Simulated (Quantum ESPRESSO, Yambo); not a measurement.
# ZrSe3 (P2_1/m): G0W0 with Yambo, start to end, part 3 of 3

Wanted: ground state, empty states, screening and self-energy for ZrSe3 (P2_1/m).

Quantum ESPRESSO 7.5 and Yambo 5.3.0; PBEsol and many-body steps on it, plane waves. Known limits of the many-body steps: not at the basis limit; no spin-orbit coupling; coarse k mesh.

So far. Step 3 (Bands along the symmetry lines): The gap is 0.315 eV, −0.007 eV from the run before at this level. Step 4 (Empty states on the mesh, 2×4×2 mesh, 236 bands): On this mesh the gap is 0.330 eV.

## 5. Conversion and set-up

This step: Yambo 5.3.0; conversion and set-up on PBEsol, plane waves, norm-conserving pseudopotentials.

The states are converted to the many-body program's format and the q mesh is built.

Command:

```
$ (cd o/x.save; p2y > p2y.log; mv SAVE ../..); yambo > setup.log
```

The log of the run:

```text
 Yambo, version 5.3.0

 [02] CORE Variables Setup
 =========================

  [02.01] Unit cells
  ==================

  Cell kind             :  Unknown
  Atoms in the cell     :  Zr  Se
  number of Zr atoms    :  2
  number of Se atoms    :   6

  List of atomic masses
  Mass of Zr    :  91.22400
  Mass of Se    :  78.97100

  List of atomic coordinates    : [cc]
  Zr1       :   1.39009   1.77105  11.60773  order 1
  Zr2       :  6.511756  5.313154  6.086979  order 2
  Se1       :  6.504450  1.771051  9.802867  order 3
  Se2       :  1.397400  5.313154  7.891839  order 4
  Se3       :  4.258406  1.771051  3.078879  order 5
  Se4       :   3.64344   5.31315  14.61583  order 6
  Se5       :  8.687273  1.771051  2.990405  order 7
  Se6       :  -0.78542   5.31315  14.70430  order 8

  Alat factors          :  10.22512   7.08421  17.69471 [a.u.]
  Direct lattice volume :   1281.75    [a.u.]
  Direct lattice vectors:  A[ 1 ]  A[ 2 ]  A[ 3 ]
   A[ 1 ]:  1.000000 -0.000000 -0.000000  [iru]
   10.22512  -0.00000  -0.00000  [cc]
   A[ 2 ]: -0.000000  1.000000  0.000000  [iru]
  -0.000000  7.084205  0.000000  [cc]
   A[ 3 ]: -0.227212  0.000000  1.000000  [iru]
   -2.32327   0.00000  17.69471  [cc]

  Recip. lattice volume :  0.193525 [a.u.]
  Recip. lattice vectors:  B[ 1 ]  B[ 2 ]  B[ 3 ]
   B[ 1 ]:  1.000000  0.000000  0.227212  [iku]
   0.614485  0.000000  0.080680  [cc]
   B[ 2 ]:  0.000000  1.000000  0.000000  [iku]
   0.000000  0.886929  0.000000  [cc]
   B[ 3 ]:  0.000000  0.000000  1.000000  [iku]
   0.000000  0.000000  0.355088  [cc]

  [02.02] Symmetries
  ==================

  Inversion symmetry    : yes
  Spatial inversion     : yes
  Inversion index       :  2
  K-space Time-reversal : no
  Magnetic symmetries   : no
  Group table correct   : yes
  Symmetries units      :  [cc]

   [S 1]:   1.0000       0.0000       0.0000       0.0000       1.0000       0.0000      0.17293E-16   0.0000       1.0000
   [S 2]:  -1.0000       0.0000       0.0000       0.0000      -1.0000       0.0000     -0.17293E-16   0.0000      -1.0000

  [02.03] Reciprocal space
  ========================

  nG shells         :   45504
  nG charge         :  183623
  nG WFs            :  26941
  nC WFs            :  23008
  G-vecs. in first 80 shells:  [ Number ]
    1   3   5   7   9  11  13  15  19
    21   23   27   31   35   37   41   43   45
    49   51   53   57   59   63   65   69   71
[...]
217  221  225  229  231  235  239  243
  ...
  Shell energy in first 80 shells:  [ mHa ]
[...]
1900.81      1911.39      1941.04      1960.21      1969.42      2006.09      2018.23      2038.01      2057.81
    2074.81      2098.88      2121.78      2140.68      2152.52      2202.06      2246.79      2269.58      2270.77
    2289.74      2304.71      2341.49      2347.23      2393.38      2399.42      2418.68      2431.34
  ...

  [02.04] K-grid lattice
[...]
K [10]         [rlu]: -0.500000  0.250000 -0.500000
[...]
K [11]         [rlu]: -0.50000     -0.50000      0.34549E-16
         WF components:  22920
  K [12]         [rlu]: -0.500000 -0.500000 -0.500000
         WF components:  22920

  [02.05] Energies & Occupations
  ==============================

  [X] === General ===
  [X] Electronic Temperature                        :  0.000000  0.000000 [eV K]
  [X] Bosonic    Temperature                        :  0.000000  0.000000 [eV K]
  [X] Finite Temperature mode                       : no
  [X] El. density                                   :  0.88451E+24 [cm-3]
  [X] Fermi Level                                   :  10.50703 [eV]

  [X] === Gaps and Widths ===
  [X] Conduction Band Min                           :  0.329665 [eV]
  [X] Valence Band Max                              :  0.000000 [eV]
  [X] Filled Bands                                  :   84
  [X] Empty Bands                                   :   85  236
  [X] Direct Gap                                    :  0.602750 [eV]
  [X] Direct Gap localized at k                     :  2
  [X] Indirect Gap                                  :  0.329665 [eV]
  [X] Indirect Gap between kpts                     :   1   7
  [X] Last valence band width                       :  1.419693 [eV]
  [X] 1st conduction band width                     :  2.112716 [eV]

  E @ K [ 1]:  [eV]
  -207.6635 -207.6635 -207.6489 -207.6489 -206.8667 -206.8667 -147.4989 -147.4989
[...]
[... 9 further rows ...]
[...]
occ @ K [ 1]
[...]
[... 9 further rows ...]
[...]
E @ K [ 2]:  [eV]
[...]
[... 9 further rows ...]
[...]
occ @ K [ 2]
[...]
E @ K [ 3]:  [eV]
[...]
occ @ K [ 3]
[...]
E @ K [ 8]:  [eV]
[...]
occ @ K [ 8]
[...]
E @ K [ 9]:  [eV]
[...]
occ @ K [ 9]
[...]
E @ K [10]:  [eV]
[...]
occ @ K [10]
[...]
E @ K [11]:  [eV]
[...]
occ @ K [11]
[...]
E @ K [12]:  [eV]
[...]
[... 9 further rows ...]
[...]
occ @ K [12]
[...]
[... 9 further rows ...]
   0.000000  0.000000  0.000000  0.000000  0.000000  0.000000  0.000000  0.000000
   0.000000  0.000000  0.000000  0.000000  0.000000  0.000000  0.000000  0.000000

 [03] Transferred momenta grid and indexing
 ==========================================

 IBZ Q-points                                      :  12
 BZ  Q-points                                      :  16

 K/Q-points units:
 rlu = crystal or reduced units; cc = cartesian coordinates; iku = interal k-units

 Q [ 1]         [rlu]:  0.000000  0.000000  0.000000
 Q [ 2]         [rlu]: -0.49964E-17   0.0000     -0.50000
 Q [ 3]         [rlu]:  0.000000  0.250000  0.000000
[...]
Q [ 8]         [rlu]:  0.500000  0.000000 -0.500000
 Q [ 9]         [rlu]: -0.50000      0.25000      0.59754E-16
 Q [10]         [rlu]:  0.500000  0.250000 -0.500000
 Q [11]         [rlu]: -0.50000     -0.50000      0.59754E-16
 Q [12]         [rlu]:  0.500000  0.500000 -0.500000

  [03.01] X indexes
  =================

   [03.01.01] Sigma indexes
   ========================

 [06] Game Over & Game summary
```

Elapsed: 4.7 s, on 1 MPI rank of Arm Neoverse V2, shared host; peak memory 0.28 GiB.

## 6. Screening and self-energy, 2×4×2 mesh, 236 bands, screening to 95.2 eV

G0W0 replaces the xc potential by the self-energy, built once from these orbitals. Only a window of levels is corrected, while the sums run over the empty bands that the input names.

This step: G0W0 on PBEsol, plane waves, norm-conserving pseudopotentials.

gw1.in reads:

```
HF_and_locXC
gw0
dyson
ppa
em1d
rim_cut
RandQpts= 1000000
RandGvec= 1 RL
EXXRLvcs= 104 Ry
VXCRLvcs= 416 Ry
Chimod= "HARTREE"
% BndsRnXp
 1 | 236 |
%
NGsBlkXp= 7 Ry
% LongDrXp
 1 | 1 | 1 |
%
% GbndRnge
 1 | 236 |
%
DysSolver= "n"
ExtendOut
PPAPntXp= 27.21138 eV
% QPkrange
 1 | 1 | 83 | 86 |
 7 | 7 | 83 | 86 |
 2 | 2 | 83 | 86 |
%
```

Command:

```
$ OMP_NUM_THREADS=2 mpirun -n 4 yambo -F gw1.in -J gw1 -C gw1 > gw1.log
```

The log of the run:

```text
 Yambo, version 5.3.0

 [02] CORE Variables Setup
 =========================

  [... cell, symmetries and grids as in the set-up ...]

  [02.05] Energies & Occupations
  ==============================

  [X] === General ===
  [X] Electronic Temperature                        :  0.000000  0.000000 [eV K]
  [X] Bosonic    Temperature                        :  0.000000  0.000000 [eV K]
  [X] Finite Temperature mode                       : no
  [X] El. density                                   :  0.88451E+24 [cm-3]
  [X] Fermi Level                                   :  10.50703 [eV]

  [X] === Gaps and Widths ===
  [X] Conduction Band Min                           :  0.329665 [eV]
  [X] Valence Band Max                              :  0.000000 [eV]
  [X] Filled Bands                                  :   84
  [X] Empty Bands                                   :   85  236
  [X] Direct Gap                                    :  0.602750 [eV]
  [X] Direct Gap localized at k                     :  2
  [X] Indirect Gap                                  :  0.329665 [eV]
  [X] Indirect Gap between kpts                     :   1   7
  [X] Last valence band width                       :  1.419693 [eV]
  [X] 1st conduction band width                     :  2.112716 [eV]

 [03] Transferred momenta grid and indexing
 ==========================================

 IBZ Q-points                                      :  12
 BZ  Q-points                                      :  16

 K/Q-points units:
 rlu = crystal or reduced units; cc = cartesian coordinates; iku = interal k-units

 Q [ 1]         [rlu]:  0.000000  0.000000  0.000000
 Q [ 2]         [rlu]: -0.49964E-17   0.0000     -0.50000
 Q [ 3]         [rlu]:  0.000000  0.250000  0.000000
 Q [ 4]         [rlu]: -0.49964E-17  0.25000     -0.50000
 Q [ 5]         [rlu]:  0.000000 -0.500000  0.000000
 Q [ 6]         [rlu]: -0.49964E-17 -0.50000     -0.50000
 Q [ 7]         [rlu]: -0.50000       0.0000      0.59754E-16
 Q [ 8]         [rlu]:  0.500000  0.000000 -0.500000
 Q [ 9]         [rlu]: -0.50000      0.25000      0.59754E-16
 Q [10]         [rlu]:  0.500000  0.250000 -0.500000
 Q [11]         [rlu]: -0.50000     -0.50000      0.59754E-16
 Q [12]         [rlu]:  0.500000  0.500000 -0.500000

 [04] Coloumb potential Random Integration (RIM)
 ===============================================

  [04.01] RIM initialization
  ==========================

  * Diagonal components only detected *

  8 x (sBL volume)        :  0.096762 [a.u.]
  sBZ random points       :  1000000
  Points outside the sBZ  :   7993225
  RL volume               :  0.193525 [a.u.]
  Integrated volume       :  0.193689 [a.u.]

  [04.02] RIM integrals
  =====================

  Gamma point sphere radius             :  0.083276 [a.u.]
  Points outside the sphere             :   799794
  [Int_sBZ(q=0) 1/q^2]*(Vol_sBZ)^(-1/3) =:  7.483392
                                 should be <:  7.795600

  Summary of Coulomb integrals for non-metallic bands |Q|[au] RIM/Bare

  Q [1] 0.100000E-4 0.959951 * Q [2] 0.177544 0.867115
  Q [3] 0.221732 1.005740 * Q [4] 0.284055 0.994780
  Q [7] 0.309880 1.179383 * Q [8] 0.336486 1.132517
  Q [9] 0.381039 1.091490 * Q [10] 0.402974 1.072616
  Q [5] 0.443464 1.007706 * Q [6] 0.477685 1.004426
  Q [11] 0.541005 1.025187 * Q [12] 0.556672 1.022218

 [05] Dipoles
 ============

  [05.01] Setup: observables and procedures
  =========================================

  [WARNING] [x,Vnl] slows the Dipoles computation. To neglect it rename the ns.kb_pp file

 [06] Dynamic Dielectric Matrix (PPA)
 ====================================

 [WR./gw1//ndb.pp]---------------------------------------------------------------
  Brillouin Zone Q/K grids (IBZ/BZ)                :  12  16  12  16
  RL vectors                                       :  26941 [WF]
  Coulomb cutoff potential                         : none
  Electronic Temperature                           :  0.000000 [K]
  Bosonic    Temperature                           :  0.000000 [K]
  PPA    diel. fun.  energies                      : Perdew, Burke & Ernzerhof SOL(X)+Perdew, Burke & Ernzerhof SOL(C)
  wavefunctions                                    : Perdew, Burke & Ernzerhof SOL(X)+Perdew, Burke & Ernzerhof SOL(C)
  Global Gauge                                     : length
  X matrix size                                    :   407
  X band range                                     :    1  236
  X e/h energy range                               : -1.000000 -1.000000 [eV]
  X Time ordering                                  : R
  X Hxc Kernel                                     : HARTREE
  X Drude frequency                                :  0.000000  0.000000
  X poles                                          :  100.0000 [o/o]
  RL vectors in the sum                            :  26941
  [r,Vnl] included                                 : yes
  Field direction                                  :  0.577350E-5  0.577350E-5  0.577350E-5
  BZ energy Double Grid                            : no
  BZ energy DbGd points                            : 0
  BZ Q point size factor                           : -1.000000
  X Optical Averaged directions                    : none

 [07] Local Exchange-Correlation + Non-Local Fock
 ================================================

 [VXC] Plane waves :  183623
 [EXS] Plane waves :  22961

 QP @ state[ 1 ] K range:  1  2
 QP @ state[ 1 ] b range:   83   86
 QP @ state[ 2 ] K range:   7   7
 QP @ state[ 2 ] b range:   83   86

 [xc] Functional : Perdew, Burke & Ernzerhof SOL(X)+Perdew, Burke & Ernzerhof SOL(C)
 [xc] LIBXC used to calculate xc functional
  PP Number of Atomic Species                      :  2
  NLCC RL compoments                               :  183623
  PP Number of Atomic Species                      :  2
  NLCC RL compoments                               :  183623

 [xc] E_xc :  -161.5634 [Ha]
      E_xc :  -323.1267 [Ry]

  Local XC kind (lXC) : Perdew, Burke & Ernzerhof SOL(X)+Perdew, Burke & Ernzerhof SOL(C)
  Non-Local XC kind (nlXC) : Hartree-Fock

  Corrections @ K [1] :  [eV]
 <83|nlXC|83> = -16.22828  0.13612E-16 <83|lXC|83> = -14.78736 -0.18882E-15
 <84|nlXC|84> = -16.81205 -0.11549E-16 <84|lXC|84> = -15.01476 -0.94408E-16
 <85|nlXC|85> = -8.422549  0.87432E-18 <85|lXC|85> = -13.06779  0.18882E-15
 <86|nlXC|86> = -8.253616 -0.53437E-18 <86|lXC|86> = -13.52814  0.000000

  Corrections @ K [2] :  [eV]
 <83|nlXC|83> = -16.21485  0.97321E-17 <83|lXC|83> = -14.73763  0.28323E-15
 <84|nlXC|84> = -16.67197 -0.42639E-17 <84|lXC|84> = -14.88698 -0.18882E-15
 <85|nlXC|85> = -8.017488  0.35089E-17 <85|lXC|85> = -12.87628  0.14161E-15
 <86|nlXC|86> = -8.460755 -0.23316E-18 <86|lXC|86> = -13.65809  0.94408E-16

  Corrections @ K [7] :  [eV]
 <83|nlXC|83> = -16.57133  0.31129E-17 <83|lXC|83> = -14.71749 -0.28323E-15
 <84|nlXC|84> = -16.54711 -0.18589E-16 <84|lXC|84> = -14.77532 -0.42484E-15
 <85|nlXC|85> = -10.16626 -0.43614E-17 <85|lXC|85> = -13.76974  0.70806E-16
 <86|nlXC|86> = -10.16981  0.52881E-18 <86|lXC|86> = -14.04645  0.11801E-15

 [08] Dyson equation: Newton solver
 ==================================

  [08.01] G0W0 (W PPA)
  ====================

  [  GW  ] Bands range     :    1  236
  [GW/PPA] G damping       :  0.100000 [eV]

  QP @ state[ 1 ] K range:  1  2
  QP @ state[ 1 ] b range:   83   86
  QP @ state[ 2 ] K range:   7   7
  QP @ state[ 2 ] b range:   83   86

   Sc/G bands                                       :    1  236
   Sc/G damping                                     :  0.100000 ev
   Sc bands terminator                              : no
   Sx RL components                                 :  22961

   QP @ state[ 1 ] K range                          :  1  2
   QP @ state[ 1 ] b range                          :   83   86
   QP @ state[ 2 ] K range                          :   7   7
   QP @ state[ 2 ] b range                          :   83   86
   GF energies kind                                 : Perdew, Burke & Ernzerhof SOL(X)+Perdew, Burke & Ernzerhof SOL(C)
   GF WF`s kind                                     : Perdew, Burke & Ernzerhof SOL(X)+Perdew, Burke & Ernzerhof SOL(C)
   Xs energies kind                                 : Perdew, Burke & Ernzerhof SOL(X)+Perdew, Burke & Ernzerhof SOL(C)
   Xs WF`s kind                                     : Perdew, Burke & Ernzerhof SOL(X)+Perdew, Burke & Ernzerhof SOL(C)

 [11] Game Over & Game summary
```

The job ended after 11 min (4 MPI ranks; peak memory 14 GiB).

Numbers from this step:

| Item | Value |
| --- | --- |
| G0W0 gap on the points computed | 0.9189 eV |
| starting gap on the mesh | 0.3297 eV |
| k of the valence top | 0, 0, 0 |
| k of the conduction bottom | -0.5, 0, 0 |
| least direct G0W0 gap on the computed points | 1.221 eV |
| Z at the valence top | 0.7942 |
| Z at the conduction bottom | 0.7928 |

The gap on the mesh goes from 0.33 eV to 0.92 eV, a correction of +0.59 eV.

Limits: finite bands, cutoff and mesh; no spin-orbit coupling; coarse k mesh. v1 is the top filled band, c1 the lowest empty one. The levels before and after the correction (eV, zero at the valence-band top of each column):

```csv
,conduction bottom,valence top
Kohn-Sham,0.33,0.00
G0W0,0.92,0.00
```

```csv
,level,energy (eV)
Kohn-Sham,Γ v2,-0.110
Kohn-Sham,Γ v1,0.000
Kohn-Sham,Γ c1,0.661
Kohn-Sham,Γ c2,1.044
Kohn-Sham,(-0.5 0 0) v2,-0.372
Kohn-Sham,(-0.5 0 0) v1,-0.300
Kohn-Sham,(-0.5 0 0) c1,0.330
Kohn-Sham,(-0.5 0 0) c2,0.670
G0W0,Γ v2,-0.082
G0W0,Γ v1,0.000
G0W0,Γ c1,1.253
G0W0,Γ c2,1.755
G0W0,(-0.5 0 0) v2,-0.438
G0W0,(-0.5 0 0) v1,-0.354
G0W0,(-0.5 0 0) c1,0.919
G0W0,(-0.5 0 0) c2,1.338
```

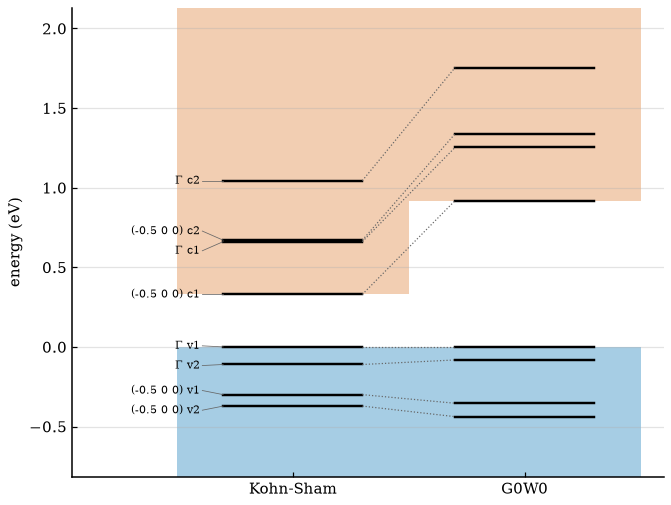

Levels before and after the correction. Shaded: valence and conduction bands.

## 7. Where the time went

Times are wall times on the hardware named with each run, good to a factor of about two.

```csv
step,time,share,memory (GiB)
ground state,4.3 min,21 %,3.6
bands along the symmetry lines,2.7 min,13 %,2.5
empty states on the mesh,2.1 min,10 %,2.5
conversion and set-up,4.7 s,0 %,0.28
screening and self-energy,11 min,55 %,14
```

## 8. Summary of results

```json
{"PBEsol gap": "0.31 eV, indirect", "G0W0 gap on the mesh": "0.92 eV", "GW settings": "2×4×2 mesh, 236 bands, screening to 95.2 eV, Godby-Needs plasmon pole", "known limits": "not at the basis limit; no spin-orbit coupling; coarse k mesh"}
```

G0W0 moves the gap on the mesh from 0.33 eV to 0.92 eV (+0.59 eV), with Z of 0.79 and 0.79 at the edges. Only 3 of the mesh's irreducible points were corrected, so a valley elsewhere could overtake. The dearest step here is «screening and self-energy». Bands and cutoff are finite, so the gap is not at the basis limit. The miss can reach some tenths of an eV and take either sign; the mesh is an error of its own. In the G0W0 run levels were corrected at 3 k points alone, so a gap called «on the mesh» is the least over those, and an edge elsewhere would be missed. The 2×4×2 mesh is coarse for this cell, which bears on the long-range parts of exchange and screening. The many-body steps are scalar-relativistic: spin-orbit coupling is not in them.

[Paths, hosts, dates, memory and timing lines, banners, echoed tables and standing remarks are left out of the program output.]

[Logs are printed without paths, hosts, clocks, repeated set-up lines and the standing remarks that a program may print on its own settings, such as how far it seeks lower states.]

[Runs of the session that timed out or met a known fault of the program may be left out.]

[Hosts, paths, dates, database ids (printed as entryN), source tags and the programs' standing remarks are cut or masked in the printed files.]
